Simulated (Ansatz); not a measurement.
Computed with PBE (plane waves to 420 eV, PAW; Ansatz, a program for electronic structure).

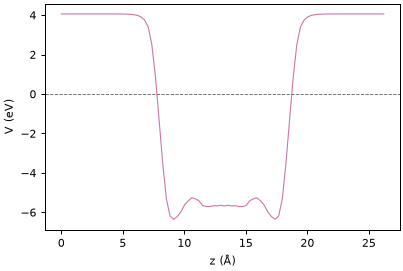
Figure. Planar average of the electrostatic potential across the slab, in eV from the Fermi level, for the (320) surface of fcc Ag in its 1x1 cell, outermost plane spacing 0.58 Å in the ideal cut

Slab: 19 atoms, 10.4 Å thick at the start (thin: gaps and levels are the slab's own); k 10x5x1, smearing 0.1 eV, dipole-corrected; all atoms relaxed; held to the part of the start's symmetry that mesh and held atoms allow; no spin, no spin-orbit, no U.

The vacuum level lies 4.06 eV above the Fermi level over the top face and 4.06 eV above it under the bottom face.
